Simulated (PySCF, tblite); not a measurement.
# C₅H₅FNO₃ radical: geometry, infrared bands and EPR parameters

What infrared bands and EPR parameters should C₅H₅FNO₃ radical (`CC(=O)/N=C\[C](F)OC=O`) show?

The runs use tblite 0.8.0 and PySCF 2.14.0, with density-fitted response routines of our own; the level of theory stands in each step. All values are computed, except where a source is named. Atoms are numbered from 0 throughout.

## 1. The starting structure

15 atoms, charge 0, multiplicity 2; geometry from: force field or distance geometry start.

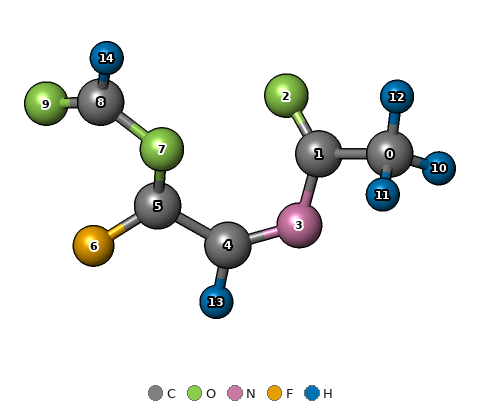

As it starts; carbon grey, oxygen green, nitrogen pink, fluorine amber, hydrogen blue, atoms numbered; sticks join atoms by distance.

## 2. Relaxing the molecule with GFN2-xTB

What the job is given:

```
{"job": {"kind": "relax", "xc": "GFN2-xTB", "basis": "xTB"}, "charge": 0, "multiplicity": 2}
C      2.409700     1.108600     0.372700
C      1.167200     0.590700    -0.327400
O      0.267500     1.326800    -0.655600
N      1.224900    -0.752400    -0.580000
C      0.162800    -1.482800    -0.405100
C     -1.188800    -1.164300     0.115200
F     -2.030500    -2.212300     0.110600
O     -1.363500    -0.075600     0.974400
C     -2.654500     0.348400     0.950800
O     -3.606400    -0.085900     0.311800
H      3.251400     1.060700    -0.309400
H      2.600400     0.516200     1.271800
H      2.234000     2.152100     0.682800
H      0.265100    -2.540900    -0.711900
H     -2.743700     1.218700     1.637600
```

Started as:

```sh
$ OMP_NUM_THREADS=1 python probes_run.py task.json out
```

One launch serves the whole session: the jobs run in the order shown.

Output:

```text
step      E/eV     max force
  0    -898.29841    3.443
  1    -898.63003    3.225
  2    -898.74627    1.937
  3    -898.80094    0.601
  4    -898.82269    0.476
  5    -898.84694    0.454
  6    -898.86286    0.362
  7    -898.87005    0.211
  8    -898.87523    0.218
  9    -898.87970    0.234
 10    -898.88409    0.251
 11    -898.88761    0.196
 12    -898.89077    0.218
 13    -898.89438    0.192
 14    -898.89753    0.196
 15    -898.89950    0.134
 16    -898.90057    0.077
 17    -898.90125    0.081
 18    -898.90176    0.078
 19    -898.90214    0.064
 20    -898.90249    0.057
 21    -898.90294    0.077
 22    -898.90344    0.071
 23    -898.90388    0.052
 24    -898.90421    0.047
 25    -898.90449    0.044
 26    -898.90480    0.051
 27    -898.90505    0.036
 28    -898.90522    0.033
 29    -898.90537    0.034
 30    -898.90556    0.040
 31    -898.90584    0.048
 32    -898.90622    0.055
 33    -898.90667    0.062
 34    -898.90712    0.053
 35    -898.90748    0.044
 36    -898.90773    0.032
 37    -898.90791    0.034
 38    -898.90807    0.034
 39    -898.90822    0.032
 40    -898.90834    0.029
 41    -898.90844    0.025
 42    -898.90852    0.029
 43    -898.90861    0.023
 44    -898.90871    0.026
 45    -898.90879    0.025
 46    -898.90885    0.019
 47    -898.90891    0.022
 48    -898.90897    0.023
 49    -898.90906    0.024
 50    -898.90915    0.031
 51    -898.90924    0.031
 52    -898.90934    0.025
 53    -898.90942    0.026
 54    -898.90950    0.023
 55    -898.90956    0.033
 56    -898.90962    0.026
 57    -898.90968    0.026
 58    -898.90977    0.035
 59    -898.90986    0.028
 60    -898.90996    0.031
 61    -898.91008    0.027
 62    -898.91022    0.033
 63    -898.91038    0.038
 64    -898.91054    0.040
 65    -898.91067    0.040
 66    -898.91078    0.028
 67    -898.91088    0.023
 68    -898.91094    0.019
 69    -898.91100    0.025
 70    -898.91105    0.021
 71    -898.91114    0.031
 72    -898.91128    0.039
 73    -898.91148    0.037
 74    -898.91166    0.039
 75    -898.91175    0.026
 76    -898.91181    0.020
 77    -898.91186    0.026
 78    -898.91190    0.021
 79    -898.91192    0.009
```

Run time: 0.34 s. Hardware: 1 thread of AMD EPYC 9R45, shared host.

Relaxation path: (not every step is listed)

```csv
step,energy from step 0 (eV),largest force (eV/Å)
0,0.0000,3.4434
1,-0.3316,3.2249
2,-0.4479,1.9373
3,-0.5025,0.6014
4,-0.5243,0.4762
5,-0.5485,0.4537
6,-0.5644,0.3621
7,-0.5716,0.2113
8,-0.5768,0.2178
14,-0.5991,0.1958
20,-0.6041,0.0568
26,-0.6064,0.0508
32,-0.6078,0.0555
38,-0.6097,0.0345
44,-0.6103,0.0262
50,-0.6107,0.0310
56,-0.6112,0.0256
62,-0.6118,0.0328
68,-0.6125,0.0188
74,-0.6132,0.0392
75,-0.6133,0.0258
76,-0.6134,0.0197
77,-0.6135,0.0262
78,-0.6135,0.0209
79,-0.6135,0.0086
```

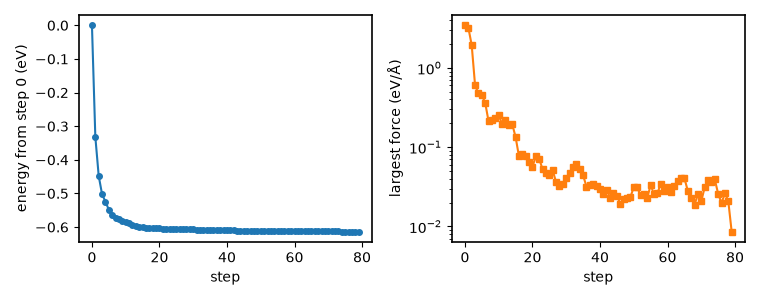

Energy and largest force along the relaxation.

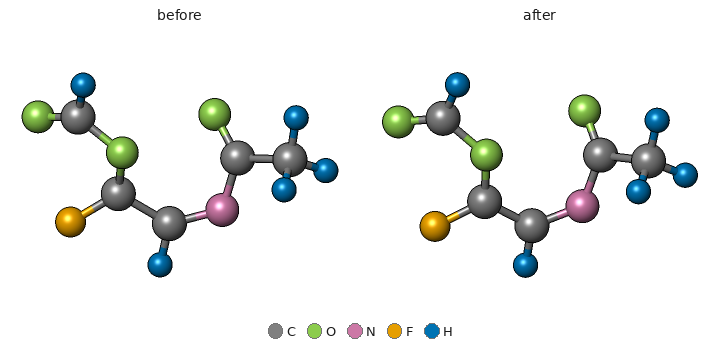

The geometry before (left) and after (right).

Close pairs (by a distance rule), those that changed most:

| bond | before (Å) | after (Å) | change (Å) |
| --- | --- | --- | --- |
| C4–C5 | 1.483 | 1.395 | -0.088 |
| C5–O7 | 1.398 | 1.332 | -0.066 |
| C8–O9 | 1.226 | 1.185 | -0.041 |
| C4–H13 | 1.106 | 1.084 | -0.022 |
| C0–H12 | 1.103 | 1.086 | -0.017 |
| C8–H14 | 1.112 | 1.097 | -0.015 |
| C5–F6 | 1.344 | 1.331 | -0.013 |
| N3–C4 | 1.301 | 1.292 | -0.009 |

The end geometry stands in the next job.

## 3. Harmonic vibrations with GFN2-xTB

What the job is given:

```
{"job": {"kind": "ir", "xc": "GFN2-xTB", "basis": "xTB"}, "charge": 0, "multiplicity": 2}
C      2.308858     1.087024     0.454606
C      1.117773     0.678267    -0.382694
O      0.355193     1.460219    -0.904157
N      1.106828    -0.664767    -0.617756
C      0.145295    -1.512695    -0.459265
C     -1.062030    -1.268719     0.194713
F     -1.967326    -2.240979     0.275281
O     -1.353264    -0.113038     0.789970
C     -2.617581     0.370494     0.947065
O     -3.618630    -0.148462     0.582802
H      3.205316     0.983835    -0.152859
H      2.406465     0.439816     1.322089
H      2.197020     2.122910     0.760436
H      0.294391    -2.516130    -0.842554
H     -2.522721     1.330215     1.470824
```

Output:

```text
mode    cm-1     km/mol
  1      25.4      0.33
  2      43.1      3.22
  3      56.0      1.52
  4      68.2      0.42
  5     101.3      9.76
  6     167.0      4.62
  7     201.7      2.16
  8     223.0      8.94
  9     256.7     10.80
 10     366.9      6.19
 11     423.2     24.01
 12     435.6     17.71
 13     513.5     19.66
 14     595.0     14.46
 15     662.4     23.78
 16     776.1     10.21
 17     815.4      9.97
 18     844.5      9.94
 19     875.9     11.82
 20     907.7      4.52
 21     963.9      7.47
 22     996.1     26.02
 23    1037.0    440.54
 24    1138.4    123.07
 25    1190.6     64.17
 26    1275.8     62.30
 27    1330.4     31.81
 28    1351.7     12.26
 29    1405.3    140.64
 30    1445.1      6.95
 31    1445.5     16.17
 32    1511.6     48.67
 33    1702.8    325.50
 34    1795.5    651.42
 35    2893.6     33.69
 36    3032.3      2.69
 37    3032.5      3.36
 38    3042.3      7.29
 39    3063.4      8.10
```

Run time: 0.34 s. Hardware: 1 thread of AMD EPYC 9R45, shared host.

Which atoms move in the most intense modes:

| cm⁻¹ | km/mol | atoms |
| --- | --- | --- |
| 1037 | 440.5 | O7 49 %, C8 34 % |
| 1138 | 123.1 | C1 43 %, H13 17 %, H12 13 %, C0 11 % |
| 1191 | 64.2 | C5 50 %, F6 15 % |
| 1276 | 62.3 | H13 49 %, C5 21 %, H14 16 % |
| 1405 | 140.6 | C5 59 %, C4 21 % |
| 1512 | 48.7 | C4 49 %, N3 47 % |
| 1703 | 325.5 | C1 61 %, O2 37 % |
| 1796 | 651.4 | C8 55 %, O9 42 % |

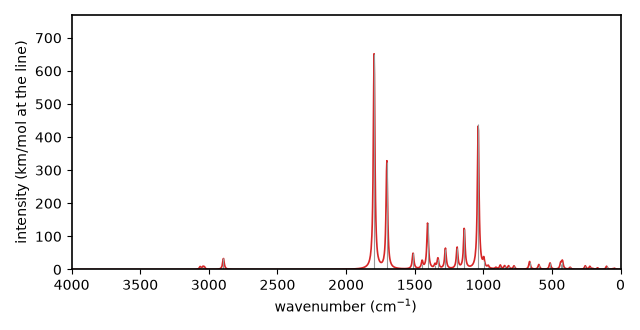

The infrared spectrum from these modes, unscaled. Lines are broadened to a width of 14 cm⁻¹ (Lorentzian).

## 4. g tensor and hyperfine couplings: B3LYP/pcH-1

Same as in step 3 but for these lines:

```diff
@@ -1,2 +1,2 @@
-{"job": {"kind": "ir", "xc": "GFN2-xTB", "basis": "xTB"}, "charge": 0, "multiplicity": 2}
+{"job": {"kind": "epr", "basis": "pcH-1"}, "charge": 0, "multiplicity": 2}
 C      2.308858     1.087024     0.454606
```

With the program's defaults for keys left out, this is: UKS B3LYP, pcH-1 on C F H N O, non-relativistic, mean-field spin-orbit, GIAO.

Output:

```text
UKS, coarse grid
  cycle   1  E = -573.40222761  |g| = 9.79e-01
  cycle   2  E = -571.00532065  |g| = 2.42e+00
  cycle   3  E = -573.65357107  |g| = 5.18e-01
  cycle   4  E = -573.76317423  |g| = 1.43e-01
  cycle   5  E = -573.76493752  |g| = 1.29e-01
  cycle   6  E = -573.77167843  |g| = 2.67e-02
  cycle   7  E = -573.77205777  |g| = 1.35e-02
  cycle   8  E = -573.77216639  |g| = 6.05e-03
  cycle   9  E = -573.77219705  |g| = 3.18e-03
  cycle  10  E = -573.77220322  |g| = 1.39e-03
  cycle  11  E = -573.77220406  |g| = 1.09e-03
  cycle  12  E = -573.77220509  |g| = 3.83e-04
UKS, final grid
  cycle   1  E = -573.77220658  |g| = 7.36e-04
  cycle   2  E = -573.77220593  |g| = 1.54e-03
  cycle   3  E = -573.77220679  |g| = 1.39e-04
  cycle   4  E = -573.77220679  |g| = 3.15e-05
  cycle   5  E = -573.77220680  |g| = 2.31e-05
E = -573.77220680 Eh   <S^2> = 0.7678 (exact 0.7500)
g shifts (ppm)      1          2          3
  rmc          -250       -250       -250
  gc              3         42         46
  oz_so         425       2431       3039
  total         179       2223       2835
hyperfine (MHz)  atom isotope    a_iso     a_fc   dipolar eigenvalues
    0   13C       6.16       6.16     -1.60     -1.46      3.06
    1   13C     -13.19     -13.19     -4.69      0.64      4.05
    2   17O      -5.46      -5.46    -18.91      8.31     10.60
    3   14N      21.34      21.34    -21.95    -21.11     43.07
    4   13C     -38.34     -38.34    -17.20      4.96     12.24
    5   13C      61.64      61.64    -54.67    -53.81    108.48
    6   19F     105.65     105.65   -184.60   -158.67    343.27
    7   17O     -12.22     -12.22    -19.93      8.48     11.45
    8   13C       9.19       9.19     -2.51     -1.98      4.49
    9   17O      -2.03      -2.03    -10.83      5.15      5.69
   10    1H      -2.35      -2.35     -2.11     -1.55      3.66
   11    1H       5.15       5.15     -2.67     -1.93      4.60
   12    1H       8.89       8.89     -1.56     -0.64      2.20
   13    1H       2.71       2.71     -5.19     -0.10      5.30
   14    1H      -2.97      -2.97     -2.19     -1.84      4.03
```

Wall time 54 s (1 thread of AMD EPYC 9R45, shared host); peak memory 1.1 GiB.

Principal g values 2.00250, 2.00454, 2.00515; g(iso) = 2.00406, against 2.00232 for a free electron.

Mean a(iso) over the nuclei that a row names, and the largest dipolar term of the row (other rows stand at the frozen geometry):

| nuclei | isotope | a(iso) (MHz) | a(iso) (G, at g = 2.0023) | largest dipolar term (MHz) |
| --- | --- | --- | --- | --- |
| F6 | 19F | 105.7 | 37.7 | 343.3 |
| C5 | 13C | 61.6 | 22.0 | 108.5 |
| C4 | 13C | -38.3 | -13.7 | -17.2 |
| N3 | 14N | 21.3 | 7.6 | 43.1 |
| C1 | 13C | -13.2 | -4.7 | -4.7 |
| O7 | 17O | -12.2 | -4.4 | -19.9 |
| C8 | 13C | 9.2 | 3.3 | 4.5 |
| C0 | 13C | 6.2 | 2.2 | 3.1 |
| O2 | 17O | -5.5 | -1.9 | -18.9 |
| H10, H11, H12 | 1H | 3.9 | 1.4 | 4.6 |
| H14 | 1H | -3.0 | -1.1 | 4.0 |
| H13 | 1H | 2.7 | 1.0 | 5.3 |
| O9 | 17O | -2.0 | -0.7 | -10.8 |

Mulliken spin populations:

C0 0.01; C1 -0.03; O2 0.05; N3 0.45; C4 -0.14; C5 0.54; F6 0.05; O7 0.02; C8 0.01; O9 0.03; H10 0.00; H11 0.00; H12 0.00; H13 0.00; H14 0.00

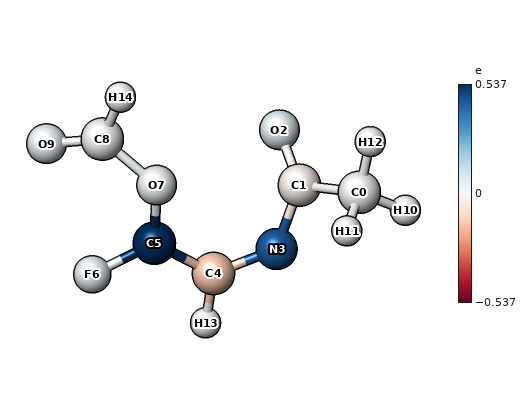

Mulliken spin populations, as colours on the atoms.

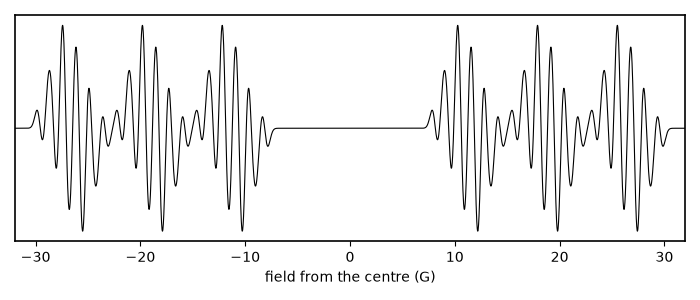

First-order isotropic spectrum (first derivative, main isotopes with spin only, couplings over 0.8 MHz, Gaussian width 0.3 G; couplings of the frozen geometry, rotation of groups not averaged beyond the rows shown).

Orbitals, density, ELF and potential are computed afterwards from the orbital file.

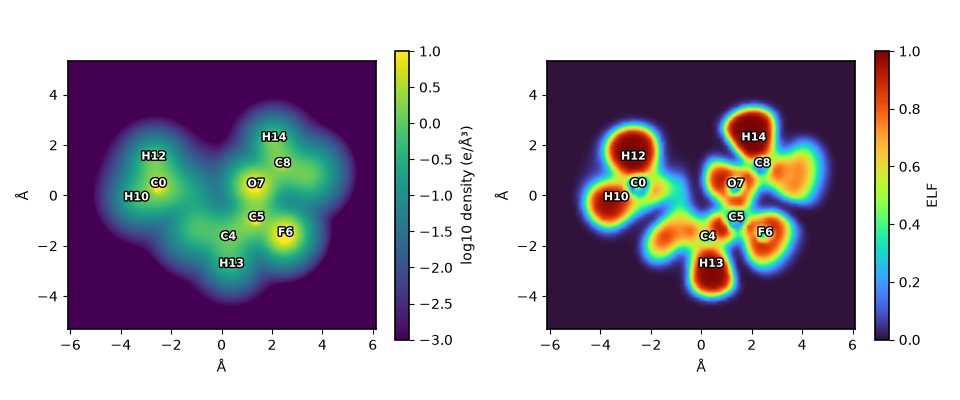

Density (left) and ELF (right) in a plane through or near 10 of the atoms.

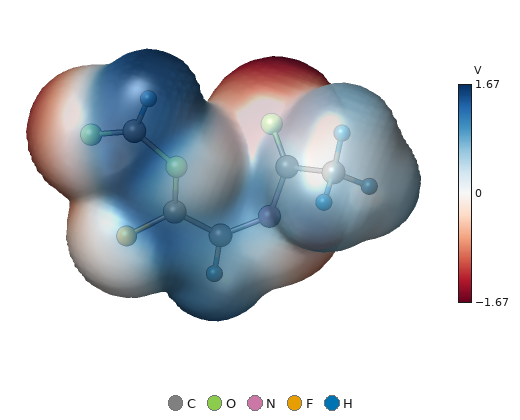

Electrostatic potential on the surface of density 0.002 e/bohr³; red is low, blue high. It runs from -1.67 V near O2 to 1.65 V near H14.

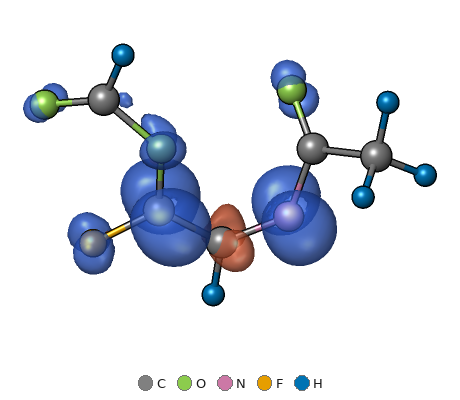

Spin density at ±0.04 e/Å³ (alpha excess blue, beta excess red).

## 5. Summary of results

```
                                                                  quantity                  value
                                 strongest single infrared mode (GFN2-xTB)  1796 cm⁻¹, 651 km/mol
                                              zero-point energy (GFN2-xTB)          60.1 kcal/mol
                                                            g(iso) (B3LYP)                2.00406
                                                                      ⟨S²⟩     0.768 (exact 0.75)
                                        largest a(iso) (averaged by class)   19F on F6, 105.7 MHz
potential on the surface of density 0.002 e/bohr³, 1st and 99th percentile     -1.67 V and 1.65 V
```

The optimisation took 79 steps and gained 0.614 eV; among the close pairs (by a distance rule), C4–C5 changed most, from 1.483 to 1.395 Å. All 39 modes are real, so the xTB geometry is a minimum. The strongest single mode, at 1796 cm⁻¹, moves mainly C8 and O9. Unscaled tight-binding wavenumbers are off by several per cent, some by more. Its intensities can rank the bands wrongly. The largest spin populations lie on C5 (0.54 e), N3 (0.45 e). The isotropic g lies 1.7 ppt above the free-electron value. These values are for one conformer; the search (at its own cheap level) found 2 more, at 1.49, 2.11 kcal/mol, and measured spectra average over such forms.
